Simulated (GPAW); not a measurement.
Band structure of YAlSi (Cmcm, 6 atoms in the cell).

```yaml
crystal:
  lattice:
    - [1.99012, -5.16931, 0.00000]
    - [1.99012, 5.16931, 0.00000]
    - [0.00000, 0.00000, 5.70503]
  atoms:
    - { symbol: Y, position: [0.30520, 0.69480, 0.25000] }
    - { symbol: Y, position: [0.69480, 0.30520, 0.75000] }
    - { symbol: Al, position: [0.00000, 0.00000, 0.50000] }
    - { symbol: Al, position: [0.00000, 0.00000, 0.00000] }
    - { symbol: Si, position: [0.40169, 0.59831, 0.75000] }
    - { symbol: Si, position: [0.59831, 0.40169, 0.25000] }
```

Computed with PBEsol, GPAW PAW datasets PBEsol (made by gpaw-setup) (plane waves; GPAW).

Settings: mode = pw; ecut = 550 eV; xc = PBEsol; kpts = 6 6 4; mesh shift (steps) = 0 0 0; occupations.name = fermi-dirac; occupations.width = 0.1 eV; nbands = -14; symmetry.symmorphic = false; symmetry.tolerance = 0.0005; maxiter = 120; bandpath_npoints = 40.

The starting cell comes from a database of computed structures (which also holds hypothetical and non-ambient phases and stackings), without a prior relaxation at this level.

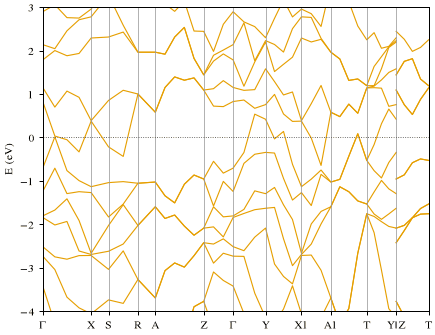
Figure. Bands along the path, energies from the Fermi level.

Levels in eV from the Fermi level, bands 15 to 22:
| point | 15 | 16 | 17 | 18 | 19 | 20 | 21 | 22 |
|---|---|---|---|---|---|---|---|---|
| Γ | -1.84 | -1.81 | -1.24 | -0.71 | 0.83 | 1.15 | 1.79 | 2.14 |
| X | -2.69 | -2.67 | -1.27 | -1.13 | 0.38 | 0.39 | 2.29 | 2.78 |
| S | -2.62 | -2.03 | -1.83 | -1.04 | -0.22 | 0.85 | 2.31 | 3.27 |
| R | -2.02 | -2.02 | -1.05 | -1.05 | 1.00 | 1.00 | 1.96 | 1.96 |
| A | -1.59 | -1.59 | -1.03 | -1.03 | 0.58 | 0.58 | 1.96 | 1.96 |
| Z | -2.09 | -2.09 | -0.96 | -0.96 | 1.09 | 1.09 | 1.44 | 1.44 |
| Y | -1.63 | -1.29 | -0.34 | 0.42 | 0.76 | 1.58 | 2.20 | 2.23 |
| X1 | -2.69 | -2.67 | -1.27 | -1.13 | 0.38 | 0.39 | 2.29 | 2.78 |
| A1 | -1.59 | -1.59 | -1.03 | -1.03 | 0.58 | 0.58 | 1.96 | 1.96 |
| T | -1.53 | -1.53 | -0.53 | -0.53 | 1.14 | 1.14 | 1.19 | 1.19 |

Bands cross the Fermi level along this path, so the cell is metallic at this level.
